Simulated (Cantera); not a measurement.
A closed system holds: 1 mol Al, 17 mol H2O, 2.8 mol N2, held at 76.0 Pa.

Method: chemical equilibrium by Gibbs-energy minimisation in Cantera with the NASA 1993 tables (ideal gas, pure condensed phases). Candidate condensed phases: Al, AlN, Al2O3, H2O; 35 gas species. The numbers say what is thermodynamically allowed, not how fast it happens.

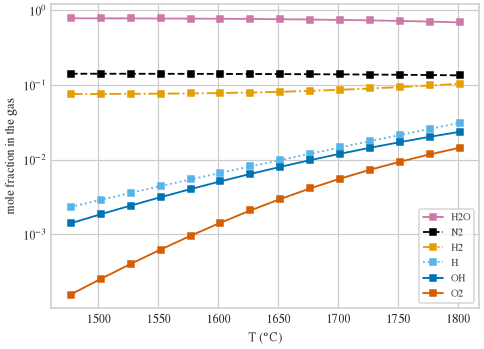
Figure: Equilibrium gas composition (values under 1e-9 drawn at 1e-9)

Problem. Read off the mole fractions at 1577 °C.

Solution. H2O about 0.77, N2 about 0.14, H2 about 0.077, H about 0.0054, OH about 0.0040, O2 about 0.00095.
